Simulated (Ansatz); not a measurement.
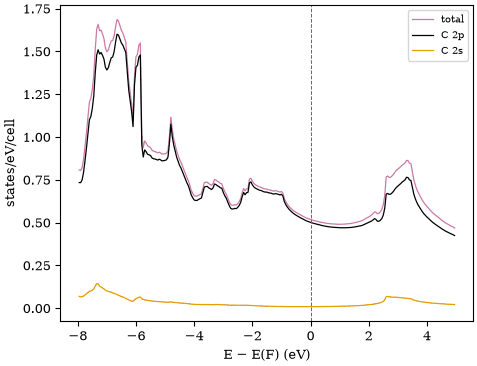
Fig. 1. Total and projected density of states of C in space group I4_1/amd (No. 141; C on 8e), r²SCAN in the plane-wave PAW code Ansatz

Which orbitals carry the states next to the Fermi level?

Within 0.5 eV of the Fermi level: C 2p 97 %. Projections are on Löwdin-orthogonalised atomic valence shells; empty p or d shells of many metals are not among them.

Where is the tallest occupied peak in this window, and what makes it?

Near -6.7 eV, about 1.7 states/eV per cell; the largest projected share is C 2p.

The start of the workflow was typed in or built on a structure type; the Crystallography Open Database files this formula in space group No. 141, but the cells were not matched. It is not the phase usual at ambient conditions (space group No. 194, 227). The cell was relaxed with r²SCAN under the symmetry of its start; its stability against distortions is not shown here.

Potentials: the later of the program's two PAW sets.
